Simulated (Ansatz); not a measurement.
Geometry relaxation of WH$_{2}$Cl$_{4}$

System: WH$_{2}$Cl$_{4}$.
Method: RKS PBE-D4/def2-SVP (Ansatz 0.2.0).

The input holds or restrains some coordinates. It belongs to a series of runs on one base structure; here: pulled along the bonds that form and break, towards end A.

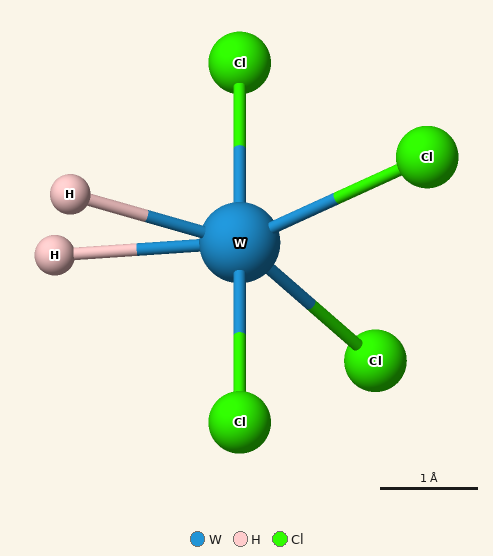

*The structure as given in the input (ball-and-stick view, seen at an oblique angle). Sticks mark near contacts.*

### The input
```yaml
crystal:
  periodic: [false, false, false]
  atoms:
    - { symbol: W, position_ang: [0.0, 0.0, 0.0] }
    - { symbol: H, position_ang: [0.9528, 0.0, 1.6669] }
    - { symbol: H, position_ang: [1.6669, 0.0, 0.9528] }
    - { symbol: Cl, position_ang: [0.0, 2.39, 0.0] }
    - { symbol: Cl, position_ang: [-2.39, 0.0, 0.0] }
    - { symbol: Cl, position_ang: [0.0, -2.39, 0.0] }
    - { symbol: Cl, position_ang: [0.0, 0.0, -2.39] }
basis:
  gaussian: { orbitals: def2-SVP }
hamiltonian:
  xc: pbe
  dispersion: d4
relax:
  f_tol: 0.15
  max_steps: 25
  restrain:
    - { distance: [1, 2], at: 1.86, k: 30.0 }
    - { distance: [0, 1], at: 1.72, k: 30.0 }
    - { distance: [0, 2], at: 1.72, k: 30.0 }
output:
  orbitals: {}
```

Hardware: 4 threads of Arm Neoverse V2, 24 GiB of memory available, shared host.

Run as:
```bash
ansatz run input.yaml --threads 4 --pin off --max-ram 5120MiB --backend cpu --events-out ev --progress --plain --runs-dir out
```

### What the program printed
```
The last accepted step is kept in [file] (removed where the run ends without a failure and the disk answers)
Engine: ansatz 0.2.0, aarch64-unknown-linux-gnu
Functional definition: PBE
  parameter kappa = 0.804
  parameter beta = 0.06672455060314922
  exchange = pbe_x(kappa = kappa, mu = beta*pi^2/3)
  correlation = pbe_c(beta = beta)
1203 factors; their error is unknown
mean field evaluation 1: about -51912.8965 eV, gradient 3.1e1 eV
mean field evaluation 2: about -51798.9023 eV, gradient 2.0e2 eV
mean field evaluation 4: about -51914.9259 eV, gradient 1.4e1 eV
mean field evaluation 8: about -51915.4503 eV, gradient 5.8e0 eV
mean field evaluation 16: about -51915.4814 eV, gradient 1.7e-1 eV
mean field evaluation 32: about -51915.4844 eV, gradient 3.1e-5 eV
mean field evaluation 64: about -51914.3953 eV, gradient 8.4e-2 eV
mean field evaluation 96: about -51914.4227 eV, gradient 1.7e0 eV
mean field evaluation 128: about -51896.3461 eV, gradient 6.2e1 eV
mean field evaluation 160: about -51915.4799 eV, gradient 4.3e-1 eV
mean field -51915.48443085 eV, -1907.8588632545 hartree, gradient 3.3e-6 eV, S^2 0.000000; 15 other end points of the search recorded, 0 dependent functions left out
the calculation of the forces begins
reference -51915.48449787 eV, -1907.8588657174 hartree; 42, 42 occupied and 72, 72 virtual orbitals, 1203 factors
WARN: the results are in doubt because the forces break the atoms' symmetry
relax step   1: F+E_penalty+E_count = -51915.79947488 eV  Δ(F+E_penalty+E_count) = +0.000e0 eV  max|allowed force component| = 1.529e0 eV/Å  E_restraint = 12.04025589 eV  max|allowed force component, restraints' pulls added| = 2.219e1 eV/Å  Δτ_max = 0.0000 Å  (620 SCF iters, accepted)
  distance H 1 - H 2 = 1.0099 Å
  distance W 0 - H 1 = 1.9200 Å
  distance W 0 - H 2 = 1.9200 Å
these checks for a lower state are left out or cut short: starts, cluster_reference, orbital_swaps, neighbouring_geometries, increment
1203 factors; their error is unknown
mean field -51915.87526133 eV, -1907.8732260098 hartree, gradient 1.0e-5 eV, S^2 0.000000; 0 other end points of the search recorded, 0 dependent functions left out
the calculation of the forces begins
reference -51915.87532851 eV, -1907.8732284784 hartree; 42, 42 occupied and 72, 72 virtual orbitals, 1203 factors
relax step   2: F+E_penalty+E_count = -51916.19248794 eV  Δ(F+E_penalty+E_count) = -3.930e-1 eV  max|allowed force component| = 1.424e0 eV/Å  E_restraint = 3.97392521 eV  max|allowed force component, restraints' pulls added| = 1.287e1 eV/Å  Δτ_max = 0.1949 Å  (45 SCF iters, accepted)
  distance H 1 - H 2 = 1.3762 Å
  distance W 0 - H 1 = 1.8442 Å
  distance W 0 - H 2 = 1.8442 Å
these checks for a lower state are left out or cut short: starts, cluster_reference, orbital_swaps, neighbouring_geometries, increment
1203 factors; their error is unknown
mean field -51916.29872053 eV, -1907.8887878484 hartree, gradient 1.2e-5 eV, S^2 0.000000; 0 other end points of the search recorded, 0 dependent functions left out
the calculation of the forces begins
reference -51916.29878815 eV, -1907.8887903333 hartree; 42, 42 occupied and 72, 72 virtual orbitals, 1203 factors
relax step   3: F+E_penalty+E_count = -51916.62095781 eV  Δ(F+E_penalty+E_count) = -4.285e-1 eV  max|allowed force component| = 1.473e0 eV/Å  E_restraint = 0.45664385 eV  max|allowed force component, restraints' pulls added| = 4.156e0 eV/Å  Δτ_max = 0.1946 Å  (39 SCF iters, accepted)
  distance H 1 - H 2 = 1.7124 Å
  distance W 0 - H 1 = 1.7858 Å
  distance W 0 - H 2 = 1.7858 Å
these checks for a lower state are left out or cut short: starts, cluster_reference, orbital_swaps, neighbouring_geometries, increment
1203 factors; their error is unknown
mean field evaluation 192: about -51917.2297 eV, gradient 2.8e-1 eV
mean field -51917.15005685 eV, -1907.9200738809 hartree, gradient 1.8e-5 eV, S^2 0.000000; 0 other end points of the search recorded, 0 dependent functions left out
the calculation of the forces begins
reference -51917.15012463 eV, -1907.9200763717 hartree; 42, 42 occupied and 72, 72 virtual orbitals, 1203 factors
relax step   4: F+E_penalty+E_count = -51917.47414201 eV  Δ(F+E_penalty+E_count) = -8.532e-1 eV  max|allowed force component| = 1.277e0 eV/Å  E_restraint = 0.02884269 eV  max|allowed force component, restraints' pulls added| = 8.182e-1 eV/Å  Δτ_max = 0.1932 Å  (44 SCF iters, accepted)
  distance H 1 - H 2 = 1.8299 Å
  distance W 0 - H 1 = 1.7425 Å
  distance W 0 - H 2 = 1.7425 Å
these checks for a lower state are left out or cut short: starts, cluster_reference, orbital_swaps, neighbouring_geometries, increment
1203 factors; their error is unknown
mean field -51917.62309590 eV, -1907.9374577453 hartree, gradient 1.6e-5 eV, S^2 0.000000; 0 other end points of the search recorded, 0 dependent functions left out
the calculation of the forces begins
reference -51917.62316293 eV, -1907.9374602089 hartree; 42, 42 occupied and 72, 72 virtual orbitals, 1203 factors
relax step   5: F+E_penalty+E_count = -51917.94321454 eV  Δ(F+E_penalty+E_count) = -4.691e-1 eV  max|allowed force component| = 6.199e-1 eV/Å  E_restraint = 0.00331993 eV  max|allowed force component, restraints' pulls added| = 4.431e-1 eV/Å  Δτ_max = 0.1975 Å  (38 SCF iters, accepted)
  distance H 1 - H 2 = 1.8496 Å
  distance W 0 - H 1 = 1.7275 Å
  distance W 0 - H 2 = 1.7275 Å
these checks for a lower state are left out or cut short: starts, cluster_reference, orbital_swaps, neighbouring_geometries, increment
1203 factors; their error is unknown
mean field -51917.83469290 eV, -1907.9452337917 hartree, gradient 1.2e-5 eV, S^2 0.000000; 0 other end points of the search recorded, 0 dependent functions left out
the calculation of the forces begins
reference -51917.83475944 eV, -1907.9452362372 hartree; 42, 42 occupied and 72, 72 virtual orbitals, 1203 factors
relax step   6: F+E_penalty+E_count = -51918.15463561 eV  Δ(F+E_penalty+E_count) = -2.114e-1 eV  max|allowed force component| = 3.598e-1 eV/Å  E_restraint = 0.00143817 eV  max|allowed force component, restraints' pulls added| = 2.184e-1 eV/Å  Δτ_max = 0.1956 Å  (39 SCF iters, accepted)
  distance H 1 - H 2 = 1.8504 Å
  distance W 0 - H 1 = 1.7186 Å
  distance W 0 - H 2 = 1.7186 Å
these checks for a lower state are left out or cut short: starts, cluster_reference, orbital_swaps, neighbouring_geometries, increment
1203 factors; their error is unknown
mean field evaluation 224: about -51917.8711 eV, gradient 2.0e-5 eV
mean field -51917.87110317 eV, -1907.9465718444 hartree, gradient 2.0e-5 eV, S^2 0.000000; 0 other end points of the search recorded, 0 dependent functions left out
the calculation of the forces begins
reference -51917.87116960 eV, -1907.9465742859 hartree; 42, 42 occupied and 72, 72 virtual orbitals, 1203 factors
relax step   7: F+E_penalty+E_count = -51918.18923642 eV  Δ(F+E_penalty+E_count) = -3.460e-2 eV  max|allowed force component| = 4.209e-1 eV/Å  E_restraint = 0.00268940 eV  max|allowed force component, restraints' pulls added| = 1.172e-1 eV/Å  Δτ_max = 0.1784 Å  (38 SCF iters, accepted)
  distance H 1 - H 2 = 1.8551 Å
  distance W 0 - H 1 = 1.7112 Å
  distance W 0 - H 2 = 1.7112 Å
```

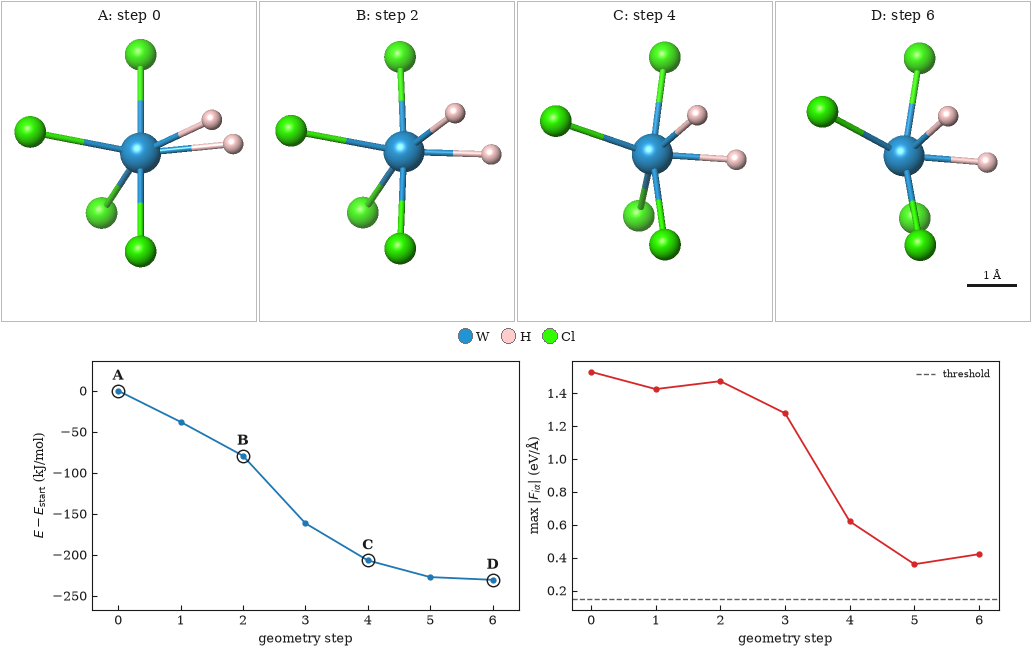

*Frames of the restrained relaxation (ball-and-stick view, seen at a tilt) above the curves, on which the letters mark them (the first geometry is step 0 here and step 1 in the log).*

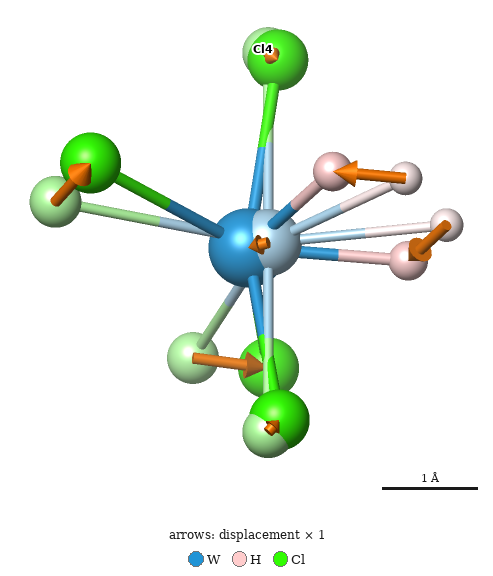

*Start (faint) and end (solid) with the displacements as orange arrows, at true length (ball-and-stick view, seen at a tilt). The two geometries are laid on each other by the best rigid fit.*

Over 6 geometry steps the energy falls by 230.6 kJ/mol. The largest force component goes from 1.5 to 0.42 eV/Å. The largest moves after the best rigid fit, 0.82 Å, are those of Cl5 and Cl7. Largest moves by element: Cl 0.82 Å, H 0.78 Å, W 0.24 Å. Among the contacts that change: W1–H2 1.920 → 1.711 Å, W1–Cl4 2.390 → 2.288 Å, W1–Cl5 2.390 → 2.331 Å. Among the angles that change: Cl5–W1–Cl7 90.0° → 139.7°, H2–W1–Cl5 119.8° → 77.3°, H2–W1–H3 30.5° → 65.6°. (Atoms are counted from 1 in the order of the input.)

```
1203 factors; their error is unknown
mean field -51917.87110317 eV, -1907.9465718444 hartree, gradient 2.2e-5 eV, S^2 0.000000; 1 other end points of the search recorded, 0 dependent functions left out
the calculation of the forces begins
reference -51917.87116960 eV, -1907.9465742859 hartree; 42, 42 occupied and 72, 72 virtual orbitals, 1203 factors
Total energy: -51918.18930285 eV, -1907.9582654671 hartree
Atom 0 at    -0.167860     0.000000    -0.167860 Å, force     0.377001    -0.000000     0.377001 eV/Å
Atom 1 at     0.193269     0.020759     1.504670 Å, force     0.129248    -0.070250    -0.420917 eV/Å
Atom 2 at     1.504670    -0.020759     0.193269 Å, force    -0.420917     0.070250     0.129248 eV/Å
Atom 3 at     0.070503     2.259419     0.100096 Å, force     0.027089    -0.117166    -0.101216 eV/Å
Atom 4 at    -2.282807     0.014876     0.811829 Å, force     0.073723    -0.067240    -0.084927 eV/Å
Atom 5 at     0.100096    -2.259419     0.070503 Å, force    -0.101216     0.117166     0.027089 eV/Å
Atom 6 at     0.811829    -0.014876    -2.282807 Å, force    -0.084927     0.067240     0.073723 eV/Å
Dipole moment:    -0.052049     0.000000    -0.052049 e Å
```

### Trajectory as extended XYZ (Å, eV, eV/Å), 7 frames, from step=1 to step=7
```
7
Properties=species:S:1:pos:R:3:forces:R:3 step=1 energy=-51915.79947
W     0.0000    0.0000    0.0000   -0.3507   0.0000  -0.3507
H     0.9528    0.0000    1.6669   -1.1816   0.5022  -0.5389
H     1.6669    0.0000    0.9528   -0.5389  -0.5022  -1.1816
Cl    0.0000    2.3900    0.0000    0.4558  -1.5293   0.2946
Cl   -2.3900    0.0000    0.0000    0.3830  -0.3112   0.9379
Cl    0.0000   -2.3900    0.0000    0.2946   1.5293   0.4558
Cl    0.0000    0.0000   -2.3900    0.9379   0.3112   0.3830
7
Properties=species:S:1:pos:R:3:forces:R:3 step=2 energy=-51916.19249
W     0.0530    0.0000    0.0530   -0.6067   0.0000  -0.6067
H     0.7763    0.0078    1.7494   -1.1433   0.0317  -0.8978
H     1.7494   -0.0078    0.7763   -0.8978  -0.0317  -1.1433
Cl    0.0079    2.3689    0.0054    0.4300  -1.4244   0.4312
Cl   -2.3778   -0.0049    0.0155    0.7752  -0.0129   1.0114
Cl    0.0054   -2.3689    0.0079    0.4312   1.4244   0.4300
Cl    0.0155    0.0049   -2.3778    1.0114   0.0129   0.7752
7
Properties=species:S:1:pos:R:3:forces:R:3 step=3 energy=-51916.62096
W     0.0855    0.0000    0.0855   -1.4726   0.0000  -1.4726
H     0.5882    0.0036    1.7990   -0.4692  -0.0066  -0.7355
H     1.7990   -0.0036    0.5882   -0.7355   0.0066  -0.4692
Cl    0.0220    2.3269    0.0259    0.4532  -0.9138   0.4324
Cl   -2.3464    0.0045    0.0555    0.7570  -0.0153   1.0347
Cl    0.0259   -2.3269    0.0220    0.4324   0.9138   0.4532
Cl    0.0555   -0.0045   -2.3464    1.0347   0.0153   0.7570
7
Properties=species:S:1:pos:R:3:forces:R:3 step=4 energy=-51917.47414
W     0.0150    0.0000    0.0150   -1.2774   0.0000  -1.2774
H     0.4167   -0.0052    1.7106   -0.0230   0.0065  -0.3355
H     1.7106    0.0052    0.4167   -0.3355  -0.0065  -0.0230
Cl    0.0899    2.2775    0.0848    0.2650  -0.0934   0.2796
Cl   -2.3339    0.0005    0.2466    0.3740   0.0102   0.7173
Cl    0.0848   -2.2775    0.0899    0.2796   0.0934   0.2650
Cl    0.2466   -0.0005   -2.3339    0.7173  -0.0102   0.3740
7
Properties=species:S:1:pos:R:3:forces:R:3 step=5 energy=-51917.94321
W    -0.0679    0.0000   -0.0679   -0.6199   0.0000  -0.6199
H     0.3099    0.0032    1.6178    0.0765  -0.0118  -0.3012
H     1.6178   -0.0032    0.3099   -0.3012   0.0118   0.0765
Cl    0.1305    2.2727    0.1350    0.0884  -0.2255   0.0662
Cl   -2.3396    0.0046    0.4440    0.2469  -0.0123   0.4431
Cl    0.1350   -2.2727    0.1305    0.0662   0.2255   0.0884
Cl    0.4440   -0.0046   -2.3396    0.4431   0.0123   0.2469
7
Properties=species:S:1:pos:R:3:forces:R:3 step=6 energy=-51918.15464
W    -0.1356    0.0000   -0.1356    0.0738   0.0000   0.0738
H     0.2342   -0.0006    1.5427    0.0845   0.0158  -0.3598
H     1.5427    0.0006    0.2342   -0.3598  -0.0158   0.0845
Cl    0.1390    2.2429    0.1272   -0.0229   0.1297   0.0138
Cl   -2.3156   -0.0068    0.6378   -0.0078   0.0210   0.2184
Cl    0.1272   -2.2429    0.1390    0.0138  -0.1297  -0.0229
Cl    0.6378    0.0068   -2.3156    0.2184  -0.0210  -0.0078
7
Properties=species:S:1:pos:R:3:forces:R:3 step=7 energy=-51918.18924
W    -0.1679    0.0000   -0.1679    0.3770   0.0000   0.3770
H     0.1933    0.0208    1.5047    0.1292  -0.0703  -0.4209
H     1.5047   -0.0208    0.1933   -0.4209   0.0703   0.1292
Cl    0.0705    2.2594    0.1001    0.0271  -0.1172  -0.1012
Cl   -2.2828    0.0149    0.8118    0.0737  -0.0672  -0.0849
Cl    0.1001   -2.2594    0.0705   -0.1012   0.1172   0.0271
Cl    0.8118   -0.0149   -2.2828   -0.0849   0.0672   0.0737
```

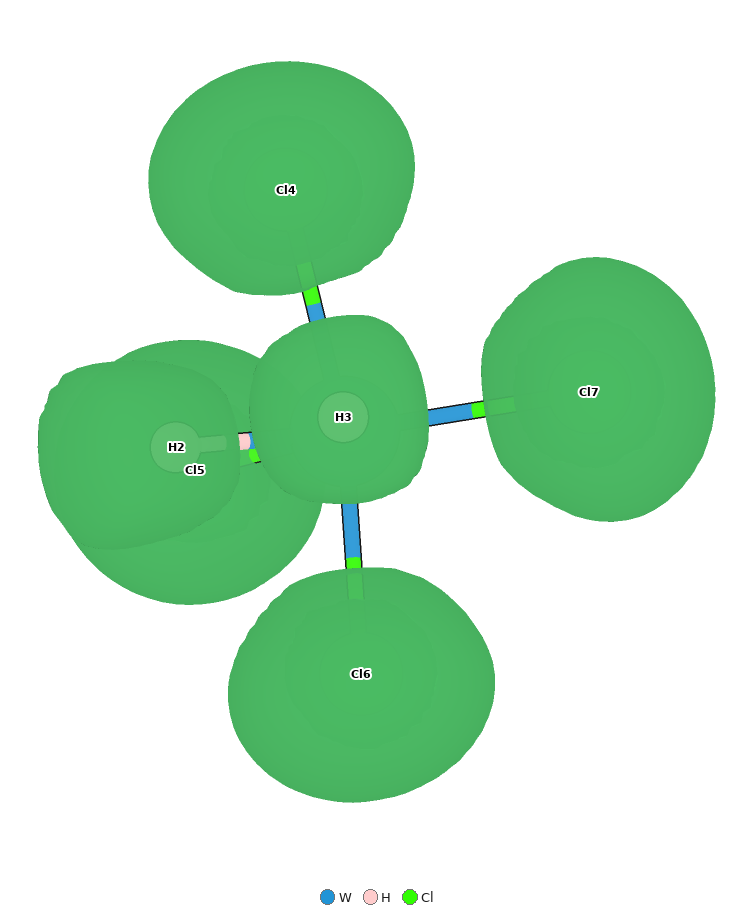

*Isosurface of the ELF at 0.75 (green), seen at a tilt. Core shells and regions of very low density are left out.*

Along the contacts the grid gives the following. W–Cl (2.29 Å): the ELF peaks at about 0.85 in the valence shell of Cl, 0.8 Å from its nucleus, and is about 0.40 at the midpoint. W–H (1.71 Å): the ELF climbs to about 1 towards the hydrogen, as it does in any bond to H.

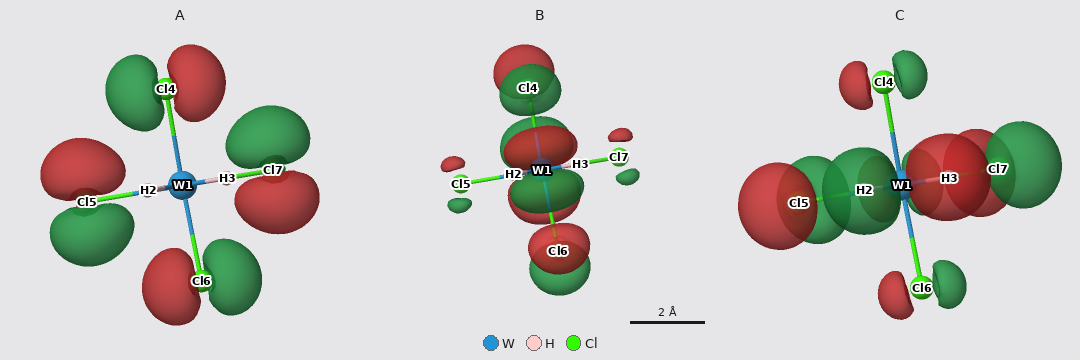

*Three frontier orbitals at ±0.1 Å⁻³ᐟ² (green and red are the two phases).*

A is the HOMO−1 (−7.89 eV). C is the HOMO (−7.00 eV). It lies mainly on Cl5 (25 %), Cl7 (25 %), W1 (20 %), H2 (10 %) and H3 (10 %). B is the LUMO (−5.21 eV). It lies mainly on W1 (60 %), Cl4 (15 %) and Cl6 (15 %). The HOMO–LUMO gap is 1.79 eV between the orbital energies.

### Summary

| quantity | value |
| --- | --- |
| outcome | converged under the restraints of the input |
| total energy | −51918.1893 eV |
| mean-field energy | −51917.8712 eV |
| largest force (length of the vector) at the end, held atoms and coordinates included | 0.533 eV/Å |
| wall time | 22 s (CPU time 85 s) |
| peak memory | 0.26 GiB |
